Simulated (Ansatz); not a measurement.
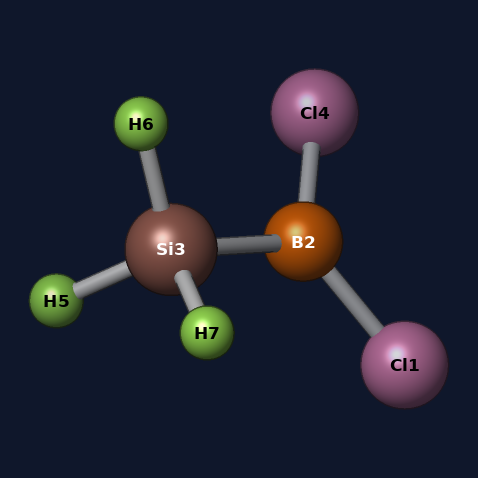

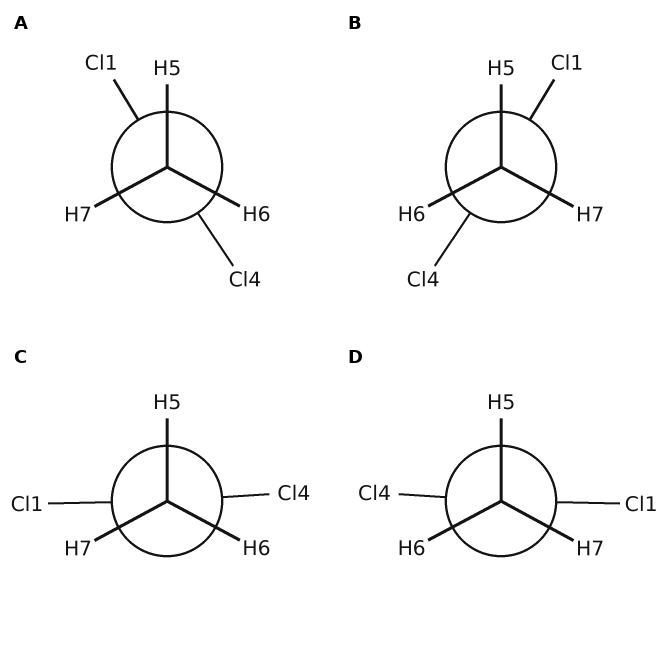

Atoms fade into the background with distance from the viewer. Bonds that would overlap in a projection are set slightly apart. Computed geometry: PBE-D4/def2-SVP optimisation. No frequency run is at hand to confirm it as a minimum.

Question: Which Newman projection shows the view along Si3–B2, with Si3 in front?

Answer: C. The torsion angle H5–Si3–B2–Cl1 is −91°, about perpendicular.
